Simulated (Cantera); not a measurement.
Input: 1 mol PbO, 0.16 mol CO, 27 mol H2, equilibrated at 62.0 mbar.

These are equilibrium values from Cantera (NASA tables, ideal gas, pure condensed phases), not measurements of a reactor. Candidate condensed phases: C, C6H6, C7H8, C8H18, H2O, Pb, PbO, PbO2, Pb3O4; 113 gas species. Rates play no part.

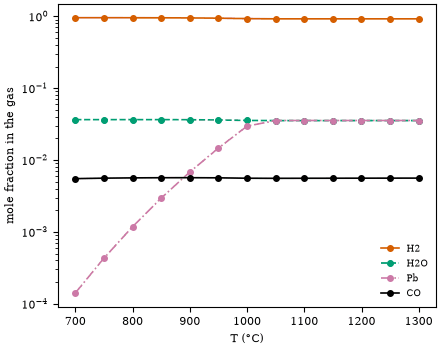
Fig. 1. Equilibrium gas composition (values under 1e-9 drawn at 1e-9)

Read off the mole fractions at 950 °C.

H2 about 0.94, H2O about 0.036, Pb about 0.015, CO about 0.0057.
